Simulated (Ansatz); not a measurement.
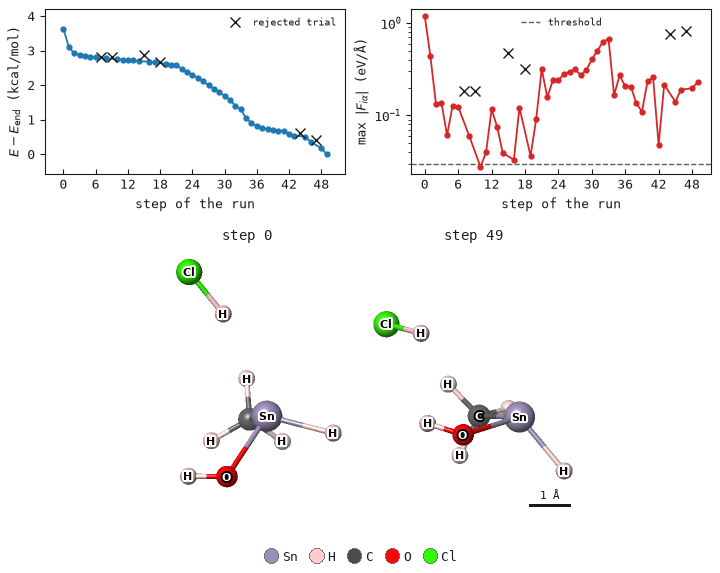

First and last geometry of a relaxation of CH$_{6}$ClOSn (multiplicity 2), with the history of the run. Style: ball-and-stick. Shown from a free direction.

The run prepares an end point of a later path (reaction) calculation, from a guessed geometry.

Computed with UKS BHLYP/def2-SVP (Ansatz). Settings: collinear spin; force threshold 0.03 eV/Å; at most 50 steps.

> What do the curves and the structures tell?

The relaxation stopped without meeting its thresholds, so the last structure isn't shown to be converged. It used up its limit of 50 steps. The Cl atom moves most after the best rigid fit: 1.52 Å. Largest moves by element: Cl 1.52 Å, H 1.42 Å, O 1.09 Å, Sn 0.69 Å, C 0.12 Å. Among the contacts that change: Cl–H 1.331 → 1.290 Å, O–Sn 1.987 → 1.996 Å, H–Sn 1.724 → 1.731 Å. Bond angles that change, for instance: Sn–O–H 115.5° → 112.4°. Groups turn about C–Sn by about 40°, O–Sn by about 30°. The energy falls by 3.63 kcal/mol in 43 accepted moves (49 points after the start). Largest force component: 1.2 eV/Å at the start, 0.23 eV/Å at the end. The line search rejected the trial steps at points 7, 9, 15, 18, 44, 47 of the run. The forces were under the threshold at step 10, but the run went on from there. The run took 2.7 min on 4 threads of Arm Neoverse V1, with other jobs on the host, peak memory 0.33 GiB.

Limits of the set-up: the start holds two separate molecules, 2.9 Å apart at their closest, whose relative position is a soft coordinate and is computed without a dispersion correction.
